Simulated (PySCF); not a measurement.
# C5H8 (3-methylbut-1-yne) at 6 levels

We compute a comparison of 6 runs (B3LYP/def2-SVP, BLYP/def2-SVP, PBE0/def2-SVP, SVWN5/def2-SVP, TPSS/def2-SVP, CCSD(T)/def2-SVP) of C5H8 (3-methylbut-1-yne). Input form: a Python script.

The results are computed with PySCF 2.14.0.

## Step 1: The molecule

C5H8 has 13 atoms, charge 0, and is taken as a singlet. As SMILES, `C#CC(C)C`. The coordinates come from a GFN2-xTB relaxation.

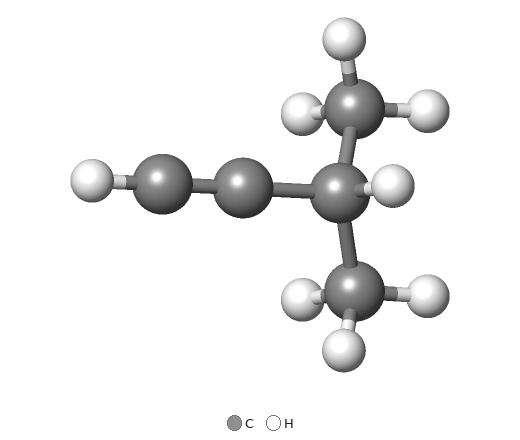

The structure, seen from a chosen angle (carbon grey, hydrogen white).

## Step 2: A single-point energy at B3LYP/def2-SVP (run 1)

Input file run.py:

```python
# C#CC(C)C
from pyscf import gto, dft

system = gto.Mole()
system.atom = '''
C     -1.206890     1.720930    -1.331210
C     -0.458020     0.935490    -0.827540
C      0.429380    -0.025630    -0.194780
C      0.657690     0.361350     1.268690
C     -0.163440    -1.432920    -0.305960
H     -1.855710     2.412550    -1.779250
H      1.390620    -0.000780    -0.724260
H      1.344740    -0.338680     1.739900
H     -0.284060     0.345200     1.813440
H      1.077560     1.362510     1.337940
H     -0.320450    -1.699910    -1.348830
H     -1.120970    -1.479870     0.208770
H      0.509550    -2.160270     0.143080
'''
system.spin = 0
system.verbose = 3
system.basis = 'def2-svp'
system.max_memory = 1860
system.build()

ks = dft.RKS(system, xc='b3lyp')
ks.grids.level = 5
ks.conv_tol = 1e-10
ks.kernel()
if not ks.converged:
    ks = ks.newton().run(ks.mo_coeff, ks.mo_occ)

e_final = ks.e_tot
print('E = %.10f Eh' % e_final)
```

Launch:

```sh
OMP_NUM_THREADS=1 python run.py
```

Log:

```text
converged SCF energy = -195.138909896788
E = -195.1389098968 Eh
```

Wall time 31 s (1 thread of Intel Xeon at 2.70GHz, shared host); peak memory 0.59 GiB.

## Step 3: A single-point energy at BLYP/def2-SVP (run 2)

Input file calc.py:

```python
from pyscf import gto, dft

mol = gto.Mole()
mol.atom = '''
C     -2.280692     3.252086    -2.515622
C     -0.865532     1.767820    -1.563824
C      0.811411    -0.048434    -0.368081
C      1.242854     0.682853     2.397477
C     -0.308857    -2.707826    -0.578181
H     -3.506784     4.559059    -3.362295
H      2.627891    -0.001474    -1.368653
H      2.541190    -0.640012     3.287934
H     -0.536796     0.652333     3.426905
H      2.036293     2.574771     2.528340
H     -0.605563    -3.212364    -2.548919
H     -2.118326    -2.796549     0.394518
H      0.962910    -4.082319     0.270382
'''
mol.basis = 'def2-svp'
mol.unit = 'bohr'
mol.verbose = 3
mol.max_memory = 1860
mol.build()

mf = dft.RKS(mol, xc='blyp')
mf.grids.level = 5
mf.conv_tol = 1e-10
mf.kernel()
if not mf.converged:
    mf = mf.newton().run(mf.mo_coeff, mf.mo_occ)

e_tot = mf.e_tot
print(f'total energy: {e_tot:.8f} hartree')
```

Launch:

```sh
OMP_NUM_THREADS=1 python calc.py
```

Log:

```text
converged SCF energy = -195.017658711996
total energy: -195.01765871 hartree
```

Run time: 32 s. Hardware: 1 thread of Intel Xeon at 2.70GHz, shared host; peak memory 0.58 GiB.

Run 3 isn't shown in full; the table further down has it.

## Step 4: The energy at SVWN5/def2-SVP (run 4)

Input file geometry.xyz:

```xyz
13

C     -1.206890     1.720930    -1.331210
C     -0.458020     0.935490    -0.827540
C      0.429380    -0.025630    -0.194780
C      0.657690     0.361350     1.268690
C     -0.163440    -1.432920    -0.305960
H     -1.855710     2.412550    -1.779250
H      1.390620    -0.000780    -0.724260
H      1.344740    -0.338680     1.739900
H     -0.284060     0.345200     1.813440
H      1.077560     1.362510     1.337940
H     -0.320450    -1.699910    -1.348830
H     -1.120970    -1.479870     0.208770
H      0.509550    -2.160270     0.143080
```

Input file calc.py:

```python
# C#CC(C)C
from pyscf import gto, dft

system = gto.M(
    atom='geometry.xyz',
    max_memory=1860,
    verbose=3,
    basis='def2-svp',
)

calc0 = dft.RKS(system, xc='svwn')
calc0.grids.level = 5
calc0.conv_tol = 1e-10
calc0.kernel()
if not calc0.converged:
    calc0 = calc0.newton().run(calc0.mo_coeff, calc0.mo_occ)

etot = calc0.e_tot
print('E = %.10f Eh' % etot)
```

Launch:

```sh
OMP_NUM_THREADS=1 python calc.py
```

Log:

```text
converged SCF energy = -193.283627538564
E = -193.2836275386 Eh
```

Wall time 18 s (1 thread of Intel Xeon at 2.70GHz, shared host); peak memory 0.41 GiB.

Run 5 isn't shown in full; the table further down has it.

## Step 5: The energy at CCSD(T)/def2-SVP (run 6)

Input file input.py:

```python
from pyscf import gto, scf, cc

molecule = gto.M(
    atom='''
C   -1.206890   1.720930  -1.331210
C   -0.458020   0.935490  -0.827540
C    0.429380  -0.025630  -0.194780
C    0.657690   0.361350   1.268690
C   -0.163440  -1.432920  -0.305960
H   -1.855710   2.412550  -1.779250
H    1.390620  -0.000780  -0.724260
H    1.344740  -0.338680   1.739900
H   -0.284060   0.345200   1.813440
H    1.077560   1.362510   1.337940
H   -0.320450  -1.699910  -1.348830
H   -1.120970  -1.479870   0.208770
H    0.509550  -2.160270   0.143080
''',
    max_memory=1860,
    spin=0,
    basis='def2-svp',
    verbose=3,
    charge=0,
)

calc0 = scf.RHF(molecule)
calc0.conv_tol = 1e-10
calc0.kernel()
if not calc0.converged:
    calc0 = calc0.newton().run(calc0.mo_coeff, calc0.mo_occ)

mycc = cc.CCSD(calc0, frozen=5)
mycc.kernel()
e_t = mycc.ccsd_t()
e_tot = mycc.e_tot + e_t
print('E = %.10f Eh' % e_tot)
```

Launch:

```sh
OMP_NUM_THREADS=1 python input.py
```

Log:

```text
converged SCF energy = -193.794601180173
E(CCSD) = -194.5305761251952  E_corr = -0.7359749450224928
CCSD(T) correction = -0.0257246812695607
E = -194.5563008065 Eh
```

Wall time 82 s (1 thread of Intel Xeon at 2.70GHz, shared host); peak memory 0.93 GiB.

## Step 6: Overview of the runs

```csv
run,level,integration grid,frozen core orbitals,energy (Eh),dipole moment (D) of the reference,HOMO energy (eV),LUMO energy (eV),wall time
1,B3LYP/def2-SVP,5,–,-195.138910,0.70,-7.33,1.13,31 s
2,BLYP/def2-SVP,5,–,-195.017659,0.71,-6.13,0.53,32 s
3,PBE0/def2-SVP,5,–,-194.891474,0.72,-7.61,1.39,29 s
4,SVWN5/def2-SVP,5,–,-193.283628,0.75,-6.47,0.22,18 s
5,TPSS/def2-SVP,5,–,-195.173054,0.72,-6.36,0.65,60 s
6,CCSD(T)/def2-SVP,–,5,-194.556301,0.67,-10.44,4.59,82 s
```

## Step 7: Results

| quantity | value |
| --- | --- |
| run 6: total energy | -194.55630 Eh |
| run 6: dipole moment (Hartree–Fock density) | 0.67 D |
| run 6: HOMO energy (Hartree–Fock orbitals) | -10.44 eV |
| run 6: LUMO energy (Hartree–Fock orbitals) | 4.59 eV |
| run 6: HOMO–LUMO gap (Hartree–Fock orbitals) | 15.03 eV |
| run 6: correlation energy (5 core orbitals frozen) | -761.7 mEh |
| run 6: (T) correction | -25.72 mEh |
| run 6: T1 diagnostic | 0.010 |

What this shows: Over runs 1, 2, 3, 4, 5 the dipole moment (its size) runs from 0.70 D (B3LYP/def2-SVP) to 0.75 D (SVWN5/def2-SVP). Over runs 1, 2, 3, 4, 5 the HOMO–LUMO gap runs from 6.66 eV (BLYP/def2-SVP) to 9.00 eV (PBE0/def2-SVP). Totals of different functionals can't be ranked against each other. All runs together took 4.2 min, the longest 82 s.
